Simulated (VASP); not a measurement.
Band structure of LaPd5 (space group P6/mmm). All values below come from PBEsol GGA, VASP's PBE PAW potentials (set 64) (plane waves; VASP).

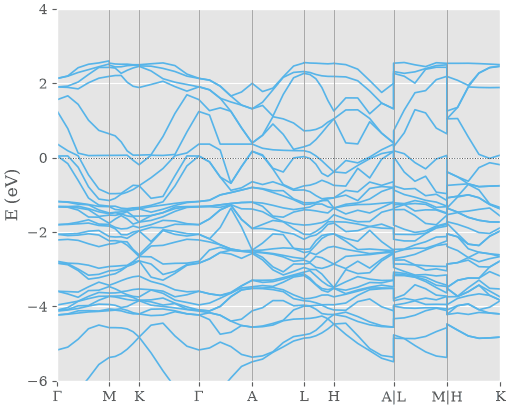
Figure. Bands along high-symmetry lines, zero at the valence-band maximum or, without a gap, the Fermi level

Q: Read the plot: is there a gap, and where are the band edges?

A: It has no gap at this level: it comes out as a metal or semimetal.

The structure comes from a computed database's LaPd5 entry (P6/mmm); how it stands against other phases isn't given here. The cell was not relaxed at this level. The electron count is odd and the run is not spin-polarised, which forces a metal.
